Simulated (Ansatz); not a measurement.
**NH3···HSe (doublet): density, localisation and related maps**

```yaml
atoms:
  - { symbol: H, position_ang: [-0.9964, 0.5135, 0.4098] }
  - { symbol: Se, position_ang: [0.5375, -1.3912, -1.1456] }
  - { symbol: N, position_ang: [-0.1410, 0.6256, 0.9576] }
  - { symbol: H, position_ang: [-0.1252, -0.4394, -2.0775] }
  - { symbol: H, position_ang: [0.6495, 0.9188, 0.3788] }
  - { symbol: H, position_ang: [0.0756, -0.2273, 1.4768] }
```

Method: Ansatz 0.2.0, UKS PBE-D4/def2-SVPD.

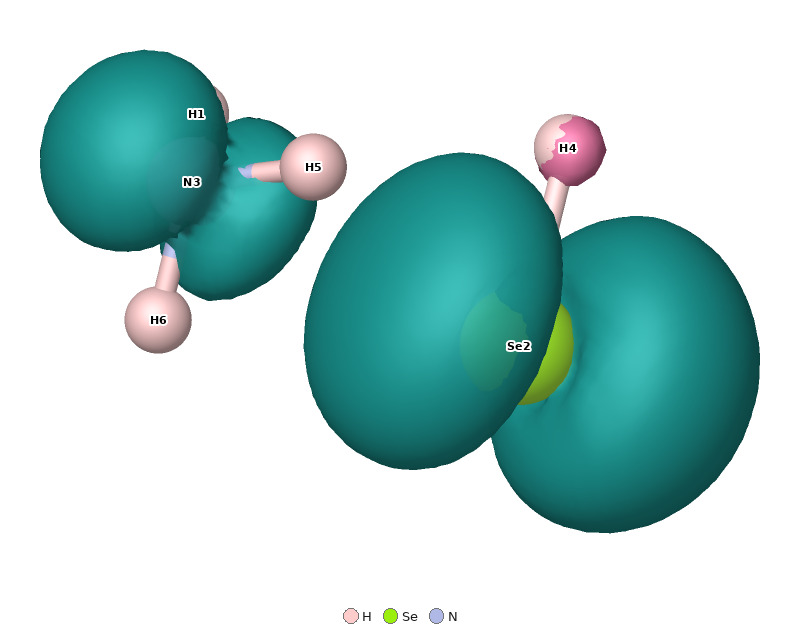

Figure 1. Isosurfaces of the spin density (α minus β) at +0.02 (teal) and −0.02 e/Å³ (pink), seen at a tilt.

> Which atoms carry the spin?

The unpaired spin (1 electron) lies mostly on Se2 (about 0.8) and N3 (about 0.2), in electrons by Hirshfeld's partition.

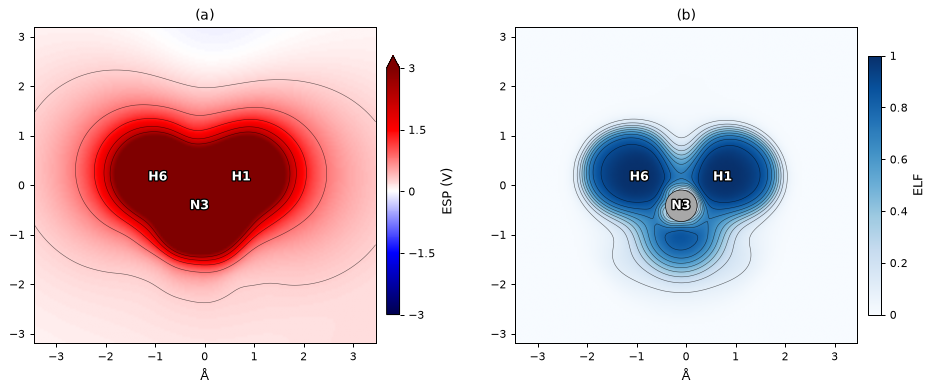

Figure 2. (a) molecular electrostatic potential; (b) electron localisation function on the plane of atoms H1, N3 and H6. Grey discs cover the atomic cores in the ELF map.

> Interpret the plot.

- The plane passes through H and N nuclei.
- N–H (1.02 Å): the ELF climbs to about 1 towards the hydrogen, as it does in any bond to H; an ordinary covalent bond to hydrogen.
- The potential has no marked negative region in this plane.

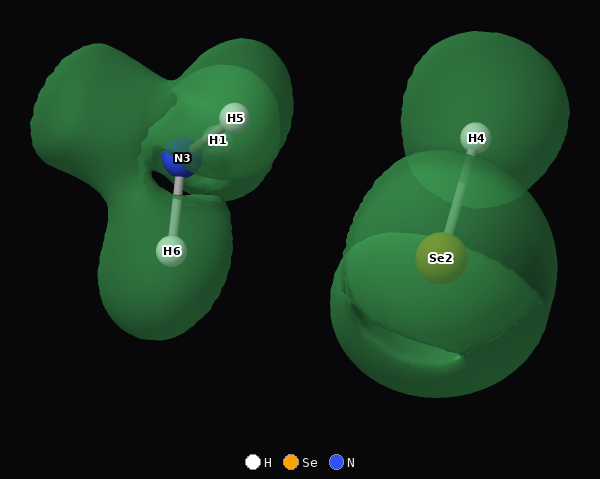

Figure 3. Isosurface of the ELF at 0.75 (green), seen at a tilt. Only the valence region is drawn (cores and ρ < 0.01 e/Å³ removed).

> Identify the bonds, lone pairs and shells in this picture.

The ELF exceeds this value in one region around a hydrogen nucleus, one ring or bowl of non-bonding electrons around Se and one joined region spread over several atoms (H, N), in which their bonds and any lone pairs are merged. Profiles from the grid: Se2···N3 (2.99 Å): the ELF dips to about 0.15 between them.

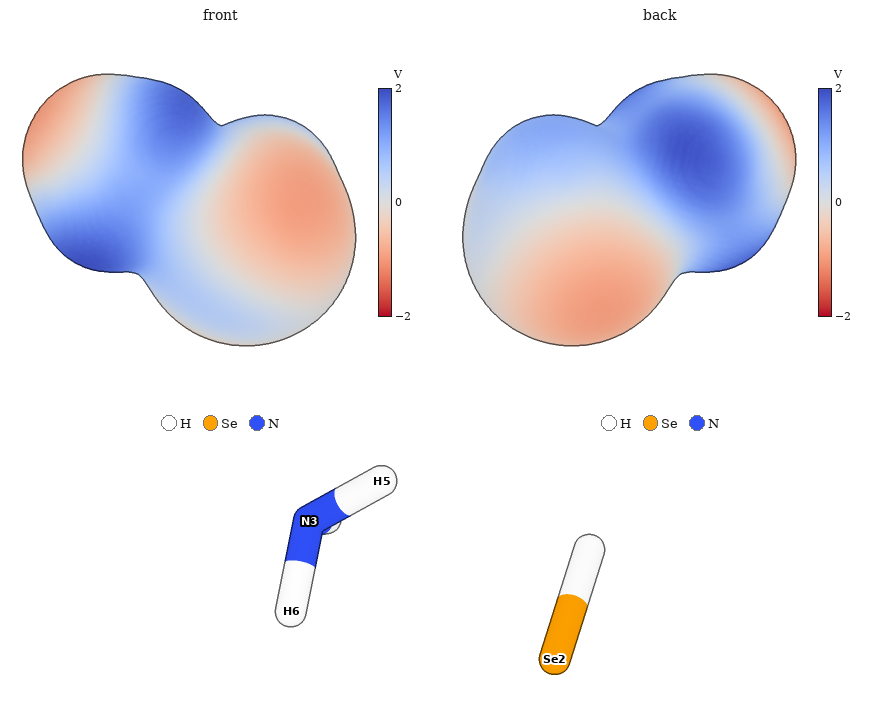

Figure 4. The molecular electrostatic potential painted on the density surface at 0.002 e/bohr³, seen from the front and from behind; red is negative and blue positive. The bare structure is drawn below in the same view.

> Describe the electrostatic potential map.

The most negative region (about −0.9 V) lies over Se2 and N3, the most positive (about +1.9 V) over H1 and H6.
